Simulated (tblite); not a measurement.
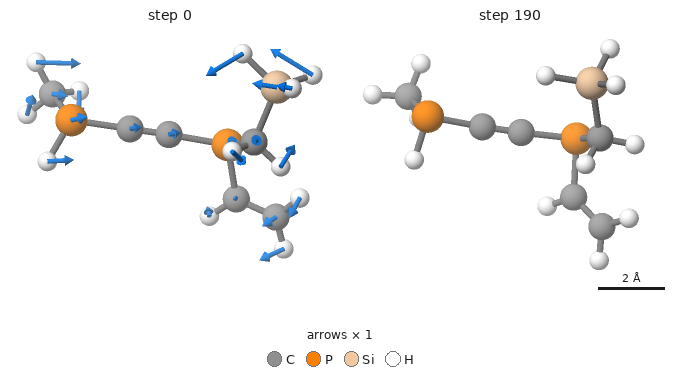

The structure of C6H12P2Si before (left) and after (right) a relaxation, at one scale. The blue arrows give the displacements, at their true length.

Style: ball-and-stick. Shown at a tilt.

Computed with GFN2-xTB geometry optimisation, gas phase (tblite 0.8.0). 

What changed between the two?

The energy falls by 35.4 kcal/mol in 190 geometry steps. An H atom moves most after the best rigid fit: 1.54 Å. By element the largest moves are H 1.54 Å, Si 0.78 Å, P 0.61 Å, C 0.57 Å. Among the contacts that change: C–P 1.834 → 1.765 Å, H–P 1.473 → 1.407 Å, C–Si 1.859 → 1.906 Å, H–Si 1.495 → 1.466 Å. Among the angles between lasting bonds that change: C–P–H 111.9° → 94.5°, C–P–C 112.3° → 98.7°, C–P–C 108.6° → 95.7°. Groups turn about C–P by about 40°, C–P by about 20°.
